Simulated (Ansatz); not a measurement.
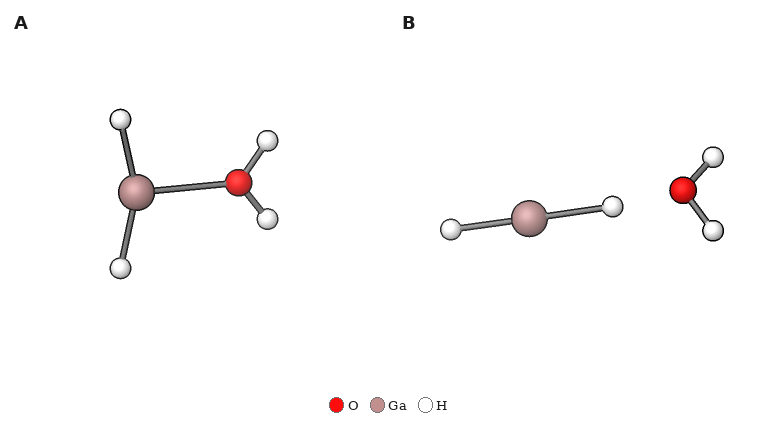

2 stationary structures of one formula. The species has charge +1 and is a spin singlet. Geometries: PBE-D4/def2-SVP. Electronic energies: PBE-D4/def2-SVP (Ansatz 0.2.0), without zero-point energy. No frequency run is at hand to confirm each as a minimum.

Rank them by energy, lowest first.

Answer. A is lowest (C2v); B lies 1.254 eV above it.
